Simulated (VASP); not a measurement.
Band structure of Ta (bcc). Method: r2SCAN meta-GGA with spin-orbit coupling, VASP's PBE PAW potentials (set 64) (plane waves; VASP 6.6.1).

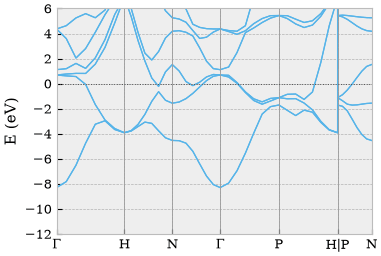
Figure: Bands along high-symmetry lines, zero at the valence-band maximum or, without a gap, the Fermi level

### Question
Read the plot: is there a gap, and where are the band edges?

### Answer
It has no gap at this level: it comes out as a metal or semimetal.

The compound is Ta in the bcc structure. It was relaxed first.
